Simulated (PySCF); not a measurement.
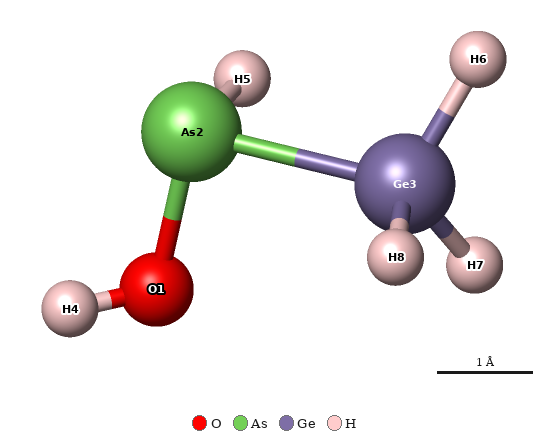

**Figure 1.** The structure as given in the input (ball-and-stick view, seen at a tilt; atoms are numbered from 1 in the order of the input). Sticks mark near contacts. Bond lengths as drawn: As–Ge 2.43 Å, As–H 1.53 Å, As–O 1.81 Å, Ge–H 1.54 Å and H–O 0.96 Å.

**Property calculation, with input and output: GeAsH$_{5}$O**

GeAsH$_{5}$O, computed with HF/def2-SVP, RHF (PySCF 2.14.0).

The geometry comes from this level: PBE0-D4/def2-TZVP.

Input file (calc.py)
```python
# O[AsH][GeH3]
import numpy
from pyscf import gto, scf, lo

mol = gto.M(
    atom='''
O     -2.700230     0.770630    -2.437558
As    -1.072420     2.292994     0.162516
Ge     1.431279    -1.391027     1.293140
H     -4.431786     1.313549    -2.396173
H      1.089427     3.378074    -1.420885
H      3.623172    -0.531391     3.002019
H      2.481210    -2.694749    -1.076766
H     -0.246987    -3.245983     2.768449
''',
    basis='def2-svp',
    max_memory=1860,
    unit='bohr',
    verbose=4,
)

mf = scf.RHF(mol)
mf.conv_tol = 1e-08
mf.kernel()

etot = mf.e_tot
print('E = %.10f Eh' % etot)
mf.analyze()
quad = mf.quad_moment()
occ = mf.mo_coeff[:, mf.mo_occ > 0]
iaos = lo.vec_lowdin(lo.iao.iao(mol, occ), mf.get_ovlp())
c = iaos.T @ mf.get_ovlp() @ occ
pop_iao, q_iao = scf.hf.mulliken_pop(lo.iao.reference_mol(mol), (c * mf.mo_occ[mf.mo_occ > 0]) @ c.T, numpy.eye(c.shape[0]), verbose=0)
print('IAO charges', numpy.round(q_iao, 4))
```

Launched with:
```bash
OMP_NUM_THREADS=1 python calc.py
```

Output
```
PySCF version 2.14.0

[INPUT] num. atoms = 8
[INPUT] num. electrons = 78
[INPUT] charge = 0
[INPUT] spin (= nelec alpha-beta = 2S) = 0
[INPUT] symmetry False subgroup None
[INPUT] Mole.unit = bohr
[INPUT] Symbol           X                Y                Z      unit          X                Y                Z       unit  Magmom
[INPUT]  1 O     -1.428900180243   0.407799834051  -1.289900143896 AA   -2.700230000000   0.770630000000  -2.437558000000 Bohr   0.0
[INPUT]  2 As    -0.567500224535   1.213400169576   0.085999763610 AA   -1.072420000000   2.292994000000   0.162516000000 Bohr   0.0
[INPUT]  3 Ge     0.757400229268  -0.736099788174   0.684300218529 AA    1.431279000000  -1.391027000000   1.293140000000 Bohr   0.0
[INPUT]  4 H     -2.345200154874   0.695100196227  -1.268000145022 AA   -4.431786000000   1.313549000000  -2.396173000000 Bohr   0.0
[INPUT]  5 H      0.576499941361   1.787599777601  -0.751899961338 AA    1.089427000000   3.378074000000  -1.420885000000 Bohr   0.0
[INPUT]  6 H      1.917300053643  -0.281200007288   1.588600041549 AA    3.623172000000  -0.531391000000   3.002019000000 Bohr   0.0
[INPUT]  7 H      1.312999787507  -1.425999759949  -0.569800028693 AA    2.481210000000  -2.694749000000  -1.076766000000 Bohr   0.0
[INPUT]  8 H     -0.130699891793  -1.717700230634   1.465000120394 AA   -0.246987000000  -3.245983000000   2.768449000000 Bohr   0.0

nuclear repulsion = 438.95398759011
number of shells = 45
number of NR pGTOs = 207
number of NR cGTOs = 103
basis = def2-svp
ecp = {}

******** <class 'pyscf.scf.hf.RHF'> ********
method = RHF
initial guess = minao
damping factor = 0
level_shift factor = 0
DIIS = <class 'pyscf.scf.diis.CDIIS'>
diis_start_cycle = 1
diis_space = 8
diis_damp = 0
SCF conv_tol = 1e-08
SCF conv_tol_grad = None
SCF max_cycles = 50
direct_scf = True
direct_scf_tol = 1e-13
Set gradient conv threshold to 0.0001
Initial guess from minao.
init E= -4385.17859279698
  HOMO = -0.256059416978084  LUMO = -0.00609189814231303  gap/eV = 6.80196
cycle= 1 E= -4386.66031130398  delta_E= -1.48  |g|= 0.523  |ddm|= 2.69
  HOMO = -0.347380567003182  LUMO = 0.0953539285965022  gap/eV = 12.04742
cycle= 2 E= -4386.7074850416  delta_E= -0.0472  |g|= 0.334  |ddm|= 0.639
  HOMO = -0.350191303216267  LUMO = 0.100641127483678  gap/eV = 12.26778
cycle= 3 E= -4386.72841061636  delta_E= -0.0209  |g|= 0.0475  |ddm|= 0.258
  HOMO = -0.349000739169672  LUMO = 0.10755422797494  gap/eV = 12.42349
cycle= 4 E= -4386.72937918952  delta_E= -0.000969  |g|= 0.0107  |ddm|= 0.0849
  HOMO = -0.350477900399826  LUMO = 0.10716428343459  gap/eV = 12.45308
cycle= 5 E= -4386.72944016943  delta_E= -6.1e-05  |g|= 0.00445  |ddm|= 0.0261
  HOMO = -0.350687542949782  LUMO = 0.107149860889254  gap/eV = 12.45839
cycle= 6 E= -4386.72944615351  delta_E= -5.98e-06  |g|= 0.0011  |ddm|= 0.00706
  HOMO = -0.350764409442853  LUMO = 0.107134546996745  gap/eV = 12.46007
cycle= 7 E= -4386.72944729485  delta_E= -1.14e-06  |g|= 0.000215  |ddm|= 0.00457
  HOMO = -0.350790501134654  LUMO = 0.107120987394116  gap/eV = 12.46041
cycle= 8 E= -4386.72944734385  delta_E= -4.9e-08  |g|= 6.17e-05  |ddm|= 0.000873
  HOMO = -0.350778336500079  LUMO = 0.107127492465073  gap/eV = 12.46025
cycle= 9 E= -4386.72944734721  delta_E= -3.36e-09  |g|= 2.09e-05  |ddm|= 0.000183
  HOMO = -0.350779037404877  LUMO = 0.107125924589456  gap/eV = 12.46023
```

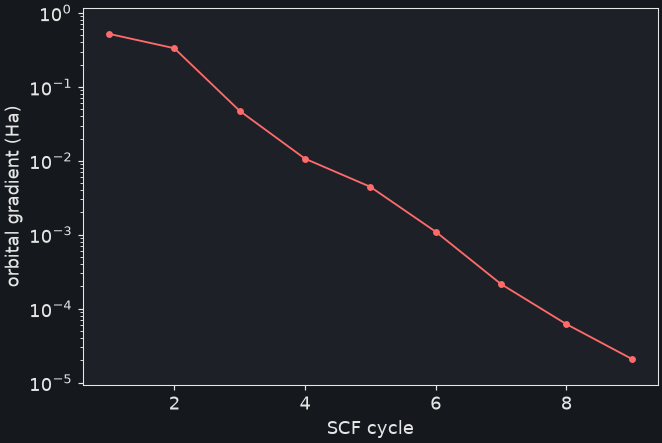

**Figure 2.** Convergence of the self-consistent field: orbital gradient against the SCF cycle. The residual falls at every step.

```
Extra cycle  E= -4386.72944734759  delta_E= -3.84e-10  |g|= 1.08e-05  |ddm|= 4.78e-05
converged SCF energy = -4386.72944734759
E = -4386.7294473476 Eh
**** SCF Summaries ****
Total Energy =                       -4386.729447347590394
Nuclear Repulsion Energy =             438.953987590109705
One-electron Energy =                -6992.525734572131114
Two-electron Energy =                 2166.842299634431129
Two-electron Coulomb Energy =         2335.868838346555549
DFT Exchange-Correlation Energy =     -169.026538712124420
HOMO-LUMO gap [eV] =                    12.460228681301205
**** MO energy ****
MO #1   energy= -432.557519495387  occ= 2
MO #2   energy= -405.201766525425  occ= 2
MO #3   energy= -56.3034191680502  occ= 2
MO #4   energy= -52.1298366043308  occ= 2
MO #5   energy= -50.1631349442486  occ= 2
MO #6   energy= -50.1626066457281  occ= 2
MO #7   energy= -50.1621315805761  occ= 2
MO #8   energy= -46.231156480098   occ= 2
MO #9   energy= -46.2306904911697  occ= 2
MO #10  energy= -46.2305772780864  occ= 2
MO #11  energy= -20.5536847514696  occ= 2
MO #12  energy= -8.04086870981477  occ= 2
MO #13  energy= -7.18607627184418  occ= 2
MO #14  energy= -5.89963359050936  occ= 2
MO #15  energy= -5.89665970497771  occ= 2
MO #16  energy= -5.89374074593021  occ= 2
MO #17  energy= -5.16447637199068  occ= 2
MO #18  energy= -5.16359805055455  occ= 2
MO #19  energy= -5.1633331253523   occ= 2
MO #20  energy= -2.13418531766855  occ= 2
MO #21  energy= -2.13164578867365  occ= 2
MO #22  energy= -2.12807269541234  occ= 2
MO #23  energy= -2.12481863503018  occ= 2
MO #24  energy= -2.12294295459939  occ= 2
MO #25  energy= -1.63751917800268  occ= 2
MO #26  energy= -1.63740287737102  occ= 2
MO #27  energy= -1.63698516502542  occ= 2
MO #28  energy= -1.63383204380955  occ= 2
MO #29  energy= -1.63374949966836  occ= 2
MO #30  energy= -1.30504320257408  occ= 2
MO #31  energy= -0.8249923170382   occ= 2
MO #32  energy= -0.707530315429453 occ= 2
MO #33  energy= -0.636004645949878 occ= 2
MO #34  energy= -0.551920792861234 occ= 2
MO #35  energy= -0.521006138743233 occ= 2
MO #36  energy= -0.478960487605835 occ= 2
MO #37  energy= -0.474599240186376 occ= 2
MO #38  energy= -0.413703996149447 occ= 2
MO #39  energy= -0.350779037404877 occ= 2
MO #40  energy= 0.107125924589456  occ= 0
MO #41  energy= 0.140919990159343  occ= 0
MO #42  energy= 0.157921082465478  occ= 0
MO #43  energy= 0.175828863498364  occ= 0
MO #44  energy= 0.202502187382793  occ= 0
MO #45  energy= 0.214631479328014  occ= 0
MO #46  energy= 0.239195651555776  occ= 0
MO #47  energy= 0.342925818935267  occ= 0
MO #48  energy= 0.427452926498517  occ= 0
MO #49  energy= 0.439577545655257  occ= 0
MO #50  energy= 0.447206145547135  occ= 0
MO #51  energy= 0.467057918024601  occ= 0
MO #52  energy= 0.482328102317788  occ= 0
MO #53  energy= 0.498545485608394  occ= 0
MO #54  energy= 0.571014954924415  occ= 0
MO #55  energy= 0.616243153908545  occ= 0
MO #56  energy= 0.640293792715537  occ= 0
MO #57  energy= 0.652685064520497  occ= 0
MO #58  energy= 0.665575054871184  occ= 0
MO #59  energy= 0.682116011699176  occ= 0
MO #60  energy= 0.73836276156299   occ= 0
MO #61  energy= 0.756269979903979  occ= 0
MO #62  energy= 0.795361275783661  occ= 0
MO #63  energy= 0.803255824019494  occ= 0
MO #64  energy= 0.895336791621785  occ= 0
MO #65  energy= 0.935759102462641  occ= 0
MO #66  energy= 1.05837111684842   occ= 0
MO #67  energy= 1.11897616447322   occ= 0
MO #68  energy= 1.14457750951157   occ= 0
MO #69  energy= 1.18605472716091   occ= 0
MO #70  energy= 1.30053561986972   occ= 0
MO #71  energy= 1.32403916320417   occ= 0
MO #72  energy= 1.3987247849588    occ= 0
MO #73  energy= 1.60878566843562   occ= 0
MO #74  energy= 1.62510152815162   occ= 0
MO #75  energy= 1.71660298230374   occ= 0
MO #76  energy= 1.76494639791737   occ= 0
MO #77  energy= 1.76983626540209   occ= 0
MO #78  energy= 1.80788348271033   occ= 0
MO #79  energy= 1.84812125901847   occ= 0
MO #80  energy= 1.89455131368466   occ= 0
MO #81  energy= 1.98169733392801   occ= 0
MO #82  energy= 2.02555929906294   occ= 0
MO #83  energy= 2.04074645441113   occ= 0
MO #84  energy= 2.16589792169304   occ= 0
MO #85  energy= 2.18039123062755   occ= 0
MO #86  energy= 2.19037014885853   occ= 0
MO #87  energy= 2.25268660165387   occ= 0
MO #88  energy= 2.56314703171344   occ= 0
MO #89  energy= 2.81240692599821   occ= 0
MO #90  energy= 2.81802523656004   occ= 0
MO #91  energy= 2.98165544117726   occ= 0
MO #92  energy= 2.99491865171539   occ= 0
MO #93  energy= 3.07594566091904   occ= 0
MO #94  energy= 3.07923835592566   occ= 0
MO #95  energy= 3.17933917639484   occ= 0
MO #96  energy= 3.237080529992     occ= 0
MO #97  energy= 3.25165256322437   occ= 0
MO #98  energy= 3.30220570434335   occ= 0
MO #99  energy= 3.32746201147417   occ= 0
MO #100 energy= 3.40098253730396   occ= 0
MO #101 energy= 3.41457880840749   occ= 0
MO #102 energy= 3.44869209101402   occ= 0
MO #103 energy= 4.11930906864503   occ= 0
 ** Mulliken pop on meta-lowdin orthogonal AOs  **
 ** Mulliken pop  **
pop of  0 O 1s            1.99998
pop of  0 O 2s            1.67687
pop of  0 O 3s            0.00539
pop of  0 O 2px           1.44247
pop of  0 O 2py           1.84931
pop of  0 O 2pz           1.74213
pop of  0 O 3px           0.00339
pop of  0 O 3py           0.00489
pop of  0 O 3pz           0.00408
pop of  0 O 3dxy          0.00172
pop of  0 O 3dyz          0.00151
pop of  0 O 3dz^2         0.00178
pop of  0 O 3dxz          0.00084
pop of  0 O 3dx2-y2       0.00176
pop of  1 As 1s           2.00000
pop of  1 As 2s           1.99998
pop of  1 As 3s           1.99972
pop of  1 As 4s           1.59094
pop of  1 As 5s           0.00560
pop of  1 As 2px          1.99999
pop of  1 As 2py          1.99999
pop of  1 As 2pz          1.99999
pop of  1 As 3px          1.99994
pop of  1 As 3py          1.99995
pop of  1 As 3pz          1.99994
pop of  1 As 4px          0.95983
pop of  1 As 4py          1.07082
pop of  1 As 4pz          0.91989
pop of  1 As 5px          0.00648
pop of  1 As 5py          0.00728
pop of  1 As 5pz          0.00816
pop of  1 As 3dxy         1.99992
pop of  1 As 3dyz         1.99993
pop of  1 As 3dz^2        1.99996
pop of  1 As 3dxz         1.99988
pop of  1 As 3dx2-y2      1.99997
pop of  1 As 4dxy         0.01294
pop of  1 As 4dyz         0.00574
pop of  1 As 4dz^2        0.00681
pop of  1 As 4dxz         0.00818
pop of  1 As 4dx2-y2      0.00379
pop of  1 As 5dxy         0.00052
pop of  1 As 5dyz         0.00046
pop of  1 As 5dz^2        0.00025
pop of  1 As 5dxz         0.00074
pop of  1 As 5dx2-y2      0.00014
pop of  2 Ge 1s           2.00000
pop of  2 Ge 2s           1.99998
pop of  2 Ge 3s           1.99984
pop of  2 Ge 4s           1.10785
pop of  2 Ge 5s           0.00390
pop of  2 Ge 2px          1.99999
pop of  2 Ge 2py          1.99999
pop of  2 Ge 2pz          1.99999
pop of  2 Ge 3px          1.99996
pop of  2 Ge 3py          1.99996
pop of  2 Ge 3pz          1.99996
pop of  2 Ge 4px          0.81038
pop of  2 Ge 4py          0.81757
pop of  2 Ge 4pz          0.82478
pop of  2 Ge 5px          0.00905
pop of  2 Ge 5py          0.00724
pop of  2 Ge 5pz          0.00859
pop of  2 Ge 3dxy         1.99980
pop of  2 Ge 3dyz         1.99979
pop of  2 Ge 3dz^2        1.99991
pop of  2 Ge 3dxz         1.99973
pop of  2 Ge 3dx2-y2      1.99992
pop of  2 Ge 4dxy         0.00657
pop of  2 Ge 4dyz         0.00391
pop of  2 Ge 4dz^2        0.00253
pop of  2 Ge 4dxz         0.00488
pop of  2 Ge 4dx2-y2      0.00125
pop of  2 Ge 5dxy         0.00324
pop of  2 Ge 5dyz         0.00117
pop of  2 Ge 5dz^2        0.00126
pop of  2 Ge 5dxz         0.00139
pop of  2 Ge 5dx2-y2      0.00065
pop of  3 H 1s            0.66047
pop of  3 H 2s            0.01381
pop of  3 H 2px           0.00238
pop of  3 H 2py           0.00164
pop of  3 H 2pz           0.00144
pop of  4 H 1s            1.05160
pop of  4 H 2s            0.00390
pop of  4 H 2px           0.00243
pop of  4 H 2py           0.00068
pop of  4 H 2pz           0.00187
pop of  5 H 1s            1.10199
pop of  5 H 2s            0.00191
pop of  5 H 2px           0.00201
pop of  5 H 2py           0.00029
pop of  5 H 2pz           0.00122
pop of  6 H 1s            1.08554
pop of  6 H 2s            0.00219
pop of  6 H 2px           0.00044
pop of  6 H 2py           0.00072
pop of  6 H 2pz           0.00247
pop of  7 H 1s            1.09689
pop of  7 H 2s            0.00172
pop of  7 H 2px           0.00117
pop of  7 H 2py           0.00146
pop of  7 H 2pz           0.00090
 ** Mulliken atomic charges  **
charge of    0O =     -0.73611
charge of    1As =      0.39228
charge of    2Ge =      0.38495
charge of    3H =      0.32026
charge of    4H =     -0.06047
charge of    5H =     -0.10742
charge of    6H =     -0.09135
charge of    7H =     -0.10213
Dipole moment(X, Y, Z, Debye): -0.39339,  0.66593,  0.88009
Traceless quadrupole moment (Debye*A):

IAO charges [-0.7847  0.4449  0.461   0.3516 -0.0857 -0.1367 -0.1201 -0.1303]
```

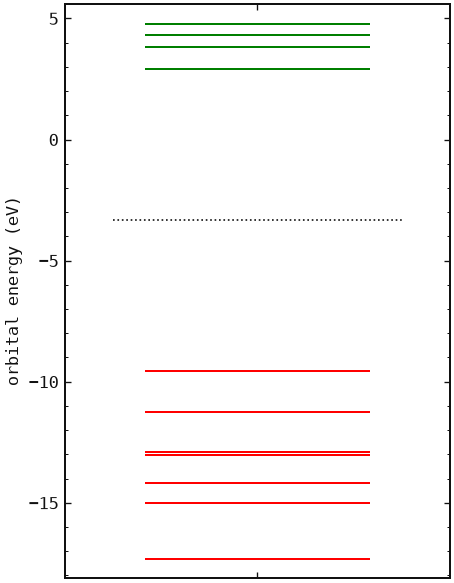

**Figure 3.** Orbital energies near the frontier; the dotted line parts filled from empty levels, and levels within 0.02 eV of each other stand side by side. Highest filled −9.55 eV, lowest empty 2.92 eV, 12.47 eV apart.

Key numbers

| quantity | value |
| --- | --- |
| outcome | converged |
| total energy | −4386.729447 hartree |
| basis functions | 103 |
| HOMO | −9.55 eV |
| LUMO | 2.92 eV |
| dipole moment | 1.17 D |
| hardware | 1 thread of Arm Neoverse V1, 24 GiB of memory available, shared host |
| wall time | 2.9 s |
| peak memory | 0.23 GiB |
